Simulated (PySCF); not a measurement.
RuH$_{2}$O: geometry relaxation (part 2 of 2)

RuH$_{2}$O, multiplicity 3; UHF/def2-svp, optimize (PySCF 2.14.0). 

Geometry of the input (Å):
```
Ru 0.0899  0.1558  -0.1198
O  -0.6382  -1.1053  0.6737
H  1.4336  0.3769  0.6576
H  -0.3903  1.4300  0.6576
```

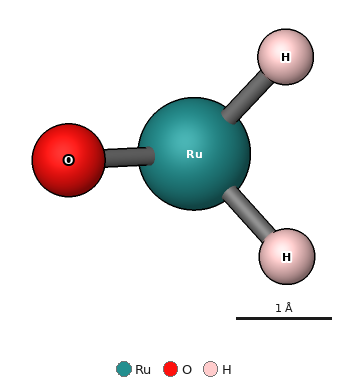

Figure 1. The starting structure (ball-and-stick view, seen at a tilt). Sticks mark near contacts.

What the program printed, continued:
```
******** <class 'pyscf.scf.hf.SecondOrderUHF_Scanner'> ********
method = SecondOrderUHF_Scanner
initial guess = minao
damping factor = 0
level_shift factor = 0.3
DIIS = <class 'pyscf.scf.diis.CDIIS'>
diis_start_cycle = 1
diis_space = 8
diis_damp = 0
SCF conv_tol = 1e-09
SCF conv_tol_grad = None
SCF max_cycles = 50
direct_scf = True
direct_scf_tol = 1e-13
number electrons alpha = 14  beta = 12
******** <class 'pyscf.scf.uhf.UHF'> Newton solver flags ********
SCF tol = 1e-09
conv_tol_grad = None
max. SCF cycles = 50
direct_scf = True
direct_scf_tol = 1e-13
max_cycle_inner = 12
max_stepsize = 0.05
ah_start_tol = 1e+09
ah_level_shift = 0
ah_conv_tol = 1e-12
ah_lindep = 1e-14
ah_start_cycle = 1
ah_max_cycle = 40
ah_grad_trust_region = 2.5
kf_interval = 4
kf_trust_region = 5
canonicalization = True
Set conv_tol_grad to 3.16228e-05
  alpha nocc = 14  HOMO = -0.415859823807812  LUMO = 0.056939066986143
  beta  nocc = 12  HOMO = -0.437912411080868  LUMO = 0.0147557791949965
  HOMO = -0.415859823808  LUMO = 0.014755779195  gap/eV = 11.71765
Initial guess E= -169.936926861777  |g|= 0.0119901
macro= 0  E= -169.937286977742  delta_E= -0.000360116  |g|= 4.05779e-05  4 KF 21 JK
macro= 1  E= -169.937286977865  delta_E= -1.23435e-10  |g|= 1.17321e-05  1 KF 3 JK
Canonicalize SCF orbitals
macro X = 2  E=-169.937286977865  |g|= 1.17321e-05  total 6 KF 27 JK
converged SCF energy = -169.937286977865  <S^2> = 2.112577  2S+1 = 3.0741353

******** <class 'pyscf.grad.rhf.Gradients_Scanner'> for <class 'pyscf.scf.hf.SecondOrderUHF_Scanner'> ********
unit = Eh/Bohr
--------------- SecondOrderUHF_Scanner gradients ---------------
         x                y                z
0 Ru     0.0000030727    -0.0000018732    -0.0000803134
1 O     0.0002261945     0.0003924368     0.0000294748
2 H     0.0002012610    -0.0003789369     0.0000242770
3 H    -0.0004305283    -0.0000116267     0.0000265616
----------------------------------------------
cycle 3: E = -169.937286978  dE = -0.000232352  norm(grad) = 0.000763797
Step    2 : Displace = 2.908e-02/3.123e-02 (rms/max) Trust = 1.414e-01 (+) Grad = 3.819e-04/4.539e-04 (rms/max) E (change) = -169.9372869779 (-2.324e-04) Quality = 1.010
Hessian Eigenvalues: 5.00000e-02 5.00000e-02 5.00000e-02 ... 1.60000e-01 1.65006e-01 5.40939e-01

Geometry optimization cycle 4
Cartesian coordinates (Angstrom)
 Atom        New coordinates             dX        dY        dZ
  Ru   0.082412   0.142766  -0.062217   -0.000935 -0.001607  0.000782
   O  -0.654528  -1.133562   0.647432   -0.001461 -0.002531 -0.000903
   H   1.493939   0.369578   0.641933   -0.001739  0.003767  0.000063
   H  -0.426823   1.478618   0.641953    0.004135  0.000371  0.000058
New geometry
   1 Ru     0.082411752850   0.142766267336  -0.062217123933 AA    0.155735642333   0.269789145091  -0.117573324492 Bohr
   2 O     -0.654527655380  -1.133562020519   0.647431514117 AA   -1.236878009621  -2.142121763990   1.223468246094 Bohr
   3 H      1.493938534135   0.369577899966   0.641932682157 AA    2.823134676449   0.698401012628   1.213076959685 Bohr
   4 H     -0.426822631604   1.478617853221   0.641952927663 AA   -0.806577877498   2.794182785480   1.213115218146 Bohr

******** <class 'pyscf.scf.hf.SecondOrderUHF_Scanner'> ********
method = SecondOrderUHF_Scanner
initial guess = minao
damping factor = 0
level_shift factor = 0.3
DIIS = <class 'pyscf.scf.diis.CDIIS'>
diis_start_cycle = 1
diis_space = 8
diis_damp = 0
SCF conv_tol = 1e-09
SCF conv_tol_grad = None
SCF max_cycles = 50
direct_scf = True
direct_scf_tol = 1e-13
number electrons alpha = 14  beta = 12
******** <class 'pyscf.scf.uhf.UHF'> Newton solver flags ********
SCF tol = 1e-09
conv_tol_grad = None
max. SCF cycles = 50
direct_scf = True
direct_scf_tol = 1e-13
max_cycle_inner = 12
max_stepsize = 0.05
ah_start_tol = 1e+09
ah_level_shift = 0
ah_conv_tol = 1e-12
ah_lindep = 1e-14
ah_start_cycle = 1
ah_max_cycle = 40
ah_grad_trust_region = 2.5
kf_interval = 4
kf_trust_region = 5
canonicalization = True
Set conv_tol_grad to 3.16228e-05
  alpha nocc = 14  HOMO = -0.416262613918354  LUMO = 0.0577418324011404
  beta  nocc = 12  HOMO = -0.443752101771651  LUMO = 0.0159127803878974
  HOMO = -0.416262613918  LUMO = 0.0159127803879  gap/eV = 11.76009
Initial guess E= -169.937292361094  |g|= 0.000726864
macro= 0  E= -169.937293928159  delta_E= -1.56706e-06  |g|= 0.000113483  2 KF 15 JK
macro= 1  E= -169.93729392816  delta_E= -5.40012e-13  |g|= 1.14739e-05  1 KF 2 JK
Canonicalize SCF orbitals
macro X = 2  E=-169.93729392816  |g|= 1.14739e-05  total 4 KF 20 JK
converged SCF energy = -169.93729392816  <S^2> = 2.1125476  2S+1 = 3.0741162

******** <class 'pyscf.grad.rhf.Gradients_Scanner'> for <class 'pyscf.scf.hf.SecondOrderUHF_Scanner'> ********
unit = Eh/Bohr
--------------- SecondOrderUHF_Scanner gradients ---------------
         x                y                z
0 Ru     0.0000912356     0.0001584808    -0.0000262319
1 O     0.0000481844     0.0000834465     0.0000646675
2 H     0.0000592431    -0.0001953176    -0.0000191381
3 H    -0.0001986632    -0.0000466096    -0.0000192975
----------------------------------------------
cycle 4: E = -169.937293928  dE = -6.95029e-06  norm(grad) = 0.000362811
Step    3 : Displace = 3.459e-03/4.155e-03 (rms/max) Trust = 2.000e-01 (+) Grad = 1.814e-04/2.050e-04 (rms/max) E (change) = -169.9372939282 (-6.950e-06) Quality = 1.479
Hessian Eigenvalues: 4.99990e-02 5.00000e-02 5.00000e-02 ... 1.53068e-01 1.60000e-01 5.48077e-01

Geometry optimization cycle 5
Cartesian coordinates (Angstrom)
 Atom        New coordinates             dX        dY        dZ
  Ru   0.081413   0.141035  -0.061672   -0.000999 -0.001731  0.000545
   O  -0.655870  -1.135888   0.646537   -0.001342 -0.002326 -0.000894
   H   1.492314   0.373220   0.642107   -0.001625  0.003642  0.000174
   H  -0.422857   1.479033   0.642128    0.003966  0.000415  0.000175
New geometry
   1 Ru     0.081412877046   0.141035129984  -0.061672304310 AA    0.153848040631   0.266517769612  -0.116543764617 Bohr
   2 O     -0.655870087557  -1.135887889409   0.646537073089 AA   -1.239414838778  -2.146517019193   1.221777997516 Bohr
   3 H      1.492313820307   0.373219896183   0.642107044983 AA    2.820064412284   0.705283388024   1.213406457672 Bohr
   4 H     -0.422856609793   1.479032863244   0.642128186243 AA   -0.799083182470   2.794967040762   1.213446408863 Bohr

******** <class 'pyscf.scf.hf.SecondOrderUHF_Scanner'> ********
method = SecondOrderUHF_Scanner
initial guess = minao
damping factor = 0
level_shift factor = 0.3
DIIS = <class 'pyscf.scf.diis.CDIIS'>
diis_start_cycle = 1
diis_space = 8
diis_damp = 0
SCF conv_tol = 1e-09
SCF conv_tol_grad = None
SCF max_cycles = 50
direct_scf = True
direct_scf_tol = 1e-13
number electrons alpha = 14  beta = 12
******** <class 'pyscf.scf.uhf.UHF'> Newton solver flags ********
SCF tol = 1e-09
conv_tol_grad = None
max. SCF cycles = 50
direct_scf = True
direct_scf_tol = 1e-13
max_cycle_inner = 12
max_stepsize = 0.05
ah_start_tol = 1e+09
ah_level_shift = 0
ah_conv_tol = 1e-12
ah_lindep = 1e-14
ah_start_cycle = 1
ah_max_cycle = 40
ah_grad_trust_region = 2.5
kf_interval = 4
kf_trust_region = 5
canonicalization = True
Set conv_tol_grad to 3.16228e-05
  alpha nocc = 14  HOMO = -0.41610284811143  LUMO = 0.0577486269979505
  beta  nocc = 12  HOMO = -0.444125096653791  LUMO = 0.0158337181893259
  HOMO = -0.416102848111  LUMO = 0.0158337181893  gap/eV = 11.75359
Initial guess E= -169.937294786514  |g|= 0.000615732
macro= 0  E= -169.937296131518  delta_E= -1.345e-06  |g|= 9.11926e-05  2 KF 15 JK
macro= 1  E= -169.937296131518  delta_E= 5.68434e-14  |g|= 1.04528e-05  1 KF 2 JK
Canonicalize SCF orbitals
macro X = 2  E=-169.937296131518  |g|= 1.04528e-05  total 4 KF 20 JK
converged SCF energy = -169.937296131518  <S^2> = 2.1126624  2S+1 = 3.0741909

******** <class 'pyscf.grad.rhf.Gradients_Scanner'> for <class 'pyscf.scf.hf.SecondOrderUHF_Scanner'> ********
unit = Eh/Bohr
--------------- SecondOrderUHF_Scanner gradients ---------------
         x                y                z
0 Ru     0.0000022940     0.0000033917    -0.0000025705
1 O    -0.0000011557    -0.0000019755     0.0000026884
2 H     0.0000000321    -0.0000011771    -0.0000001513
3 H    -0.0000011704    -0.0000002391     0.0000000334
----------------------------------------------
cycle 5: E = -169.937296132  dE = -2.20336e-06  norm(grad) = 6.21908e-06
Step    4 : Displace = 3.322e-03/3.996e-03 (rms/max) Trust = 2.828e-01 (+) Grad = 3.110e-06/4.835e-06 (rms/max) E (change) = -169.9372961315 (-2.203e-06) Quality = 1.006
Hessian Eigenvalues: 4.99963e-02 5.00000e-02 5.00000e-02 ... 1.53076e-01 1.60000e-01 5.48163e-01

Geometry optimization cycle 6
Cartesian coordinates (Angstrom)
 Atom        New coordinates             dX        dY        dZ
  Ru   0.081407   0.141026  -0.061660   -0.000006 -0.000009  0.000013
   O  -0.655881  -1.135907   0.646515   -0.000011 -0.000019 -0.000022
   H   1.492309   0.373242   0.642112   -0.000004  0.000022  0.000005
   H  -0.422835   1.479039   0.642133    0.000021  0.000006  0.000005
New geometry
   1 Ru     0.081407305775   0.141026362275  -0.061659531549 AA    0.153837512453   0.266501201044  -0.116519627597 Bohr
   2 O     -0.655881365906  -1.135907222529   0.646514607135 AA   -1.239436151769  -2.146553553496   1.221735543015 Bohr
   3 H      1.492309492820   0.373241666780   0.642112049453 AA    2.820056234518   0.705324528490   1.213415914750 Bohr
   4 H     -0.422835432686   1.479039193476   0.642132874965 AA   -0.799043163538   2.794979003167   1.213455269264 Bohr

******** <class 'pyscf.scf.hf.SecondOrderUHF_Scanner'> ********
method = SecondOrderUHF_Scanner
initial guess = minao
damping factor = 0
level_shift factor = 0.3
DIIS = <class 'pyscf.scf.diis.CDIIS'>
diis_start_cycle = 1
diis_space = 8
diis_damp = 0
SCF conv_tol = 1e-09
SCF conv_tol_grad = None
SCF max_cycles = 50
direct_scf = True
direct_scf_tol = 1e-13
number electrons alpha = 14  beta = 12
******** <class 'pyscf.scf.uhf.UHF'> Newton solver flags ********
SCF tol = 1e-09
conv_tol_grad = None
max. SCF cycles = 50
direct_scf = True
direct_scf_tol = 1e-13
max_cycle_inner = 12
max_stepsize = 0.05
ah_start_tol = 1e+09
ah_level_shift = 0
ah_conv_tol = 1e-12
ah_lindep = 1e-14
ah_start_cycle = 1
ah_max_cycle = 40
ah_grad_trust_region = 2.5
kf_interval = 4
kf_trust_region = 5
canonicalization = True
Set conv_tol_grad to 3.16228e-05
  alpha nocc = 14  HOMO = -0.416198530099215  LUMO = 0.0578250237301031
  beta  nocc = 12  HOMO = -0.444128660045025  LUMO = 0.0158733557967236
  HOMO = -0.416198530099  LUMO = 0.0158733557967  gap/eV = 11.75727
Initial guess E= -169.937296131473  |g|= 9.53506e-06
macro= 0  E= -169.937296131679  delta_E= -2.06796e-10  |g|= 9.53506e-06  1 KF 3 JK
Canonicalize SCF orbitals
macro X = 1  E=-169.937296131679  |g|= 9.53506e-06  total 2 KF 5 JK
converged SCF energy = -169.937296131679  <S^2> = 2.1126618  2S+1 = 3.0741905

******** <class 'pyscf.grad.rhf.Gradients_Scanner'> for <class 'pyscf.scf.hf.SecondOrderUHF_Scanner'> ********
unit = Eh/Bohr
--------------- SecondOrderUHF_Scanner gradients ---------------
         x                y                z
0 Ru    -0.0000006210    -0.0000010756     0.0000012406
1 O     0.0000004407     0.0000007632    -0.0000002169
2 H    -0.0000000058     0.0000002116    -0.0000005118
3 H     0.0000001862     0.0000001008    -0.0000005119
----------------------------------------------
cycle 6: E = -169.937296132  dE = -1.6172e-10  norm(grad) = 2.12577e-06
```

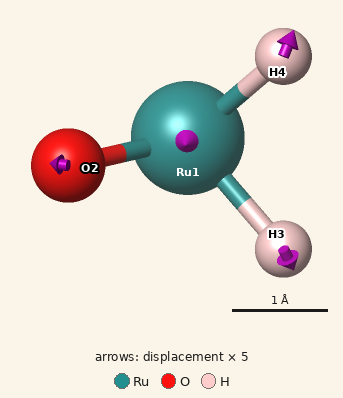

Figure 2. The starting structure with the displacements as pink arrows, magnified 5 times (ball-and-stick view, seen at a tilt). The two geometries are laid on each other by the best rigid fit. The largest moves after the best rigid fit, 0.061 Å, are those of Ru1, H3 and H4. Largest moves by element: H 0.061 Å, Ru 0.061 Å, O 0.045 Å. Distances before and after: Ru1–H3 1.568 → 1.594 Å, Ru1–O2 1.658 → 1.636 Å. Among the angles that change: O2–Ru1–H3 104.3° → 108.8°, H3–Ru1–H4 84.4° → 87.9°. (Atoms are counted from 1 in the order of the input.)

```
Step    5 : Displace = 2.245e-05/2.338e-05 (rms/max) Trust = 3.000e-01 (+) Grad = 1.063e-06/1.755e-06 (rms/max) E (change) = -169.9372961317 (-1.617e-10) Quality = 1.248
Hessian Eigenvalues: 4.99963e-02 5.00000e-02 5.00000e-02 ... 1.53076e-01 1.60000e-01 5.48163e-01
Converged! =D

    #| If this code has benefited your research, please support us by citing: |#
    #| Wang, L.-P.; Song, C.C. (2016) "Geometry optimization made simple with |#
    #| translation and rotation coordinates", J. Chem, Phys. 144, 214108.     |#
    #|                                     |#
optimised geometry (angstrom)
Ru          0.08140731        0.14102636       -0.06165953
O          -0.65588137       -1.13590722        0.64651461
H           1.49230949        0.37324167        0.64211205
H          -0.42283543        1.47903919        0.64213287
orbital energies (hartree): [array([-0.4669, -0.4364, -0.4194,  0.0179,  0.0415,  0.0484]), array([-0.4422, -0.442 , -0.439 ,  0.0129,  0.0481,  0.0558])]
```
